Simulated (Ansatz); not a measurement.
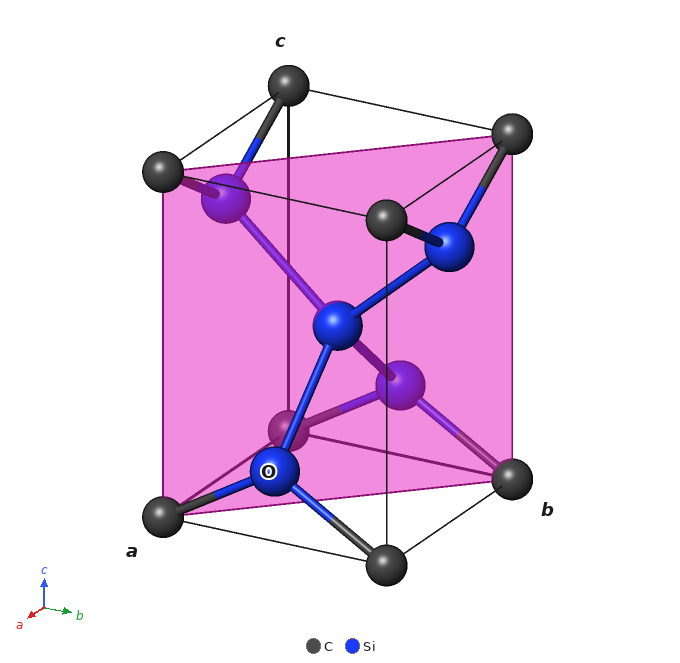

Every member of one family of equally spaced planes, hx + ky + lz = a whole number, that cuts the unit cell is shaded (one member passes through the origin O, touching the cell only at an edge or corner). Crystal: Si3C, the geometry relaxed with DFT, PBE, plane waves, PAW in Ansatz 0.2.0; the starting structure was generated, so it need not be a known form of this composition. Symmetry computed with spglib at a tolerance of 0.002 Å; standard conventional cell.

a = 3.444 Å, b = 3.444 Å, c = 5.023 Å, α = 90.00°, β = 90.00°, γ = 90.00°.

### Which (hkl) family is drawn?

(1 1 0); the opposite sign names the same planes. The member next to the origin meets the axes a at 1, b at 1, c never.

### What is the spacing?

d = 2.435 Å.

### Which atoms of the cell lie in these planes (within 0.03 Å)?

The C atom, 1 of the 3 Si.
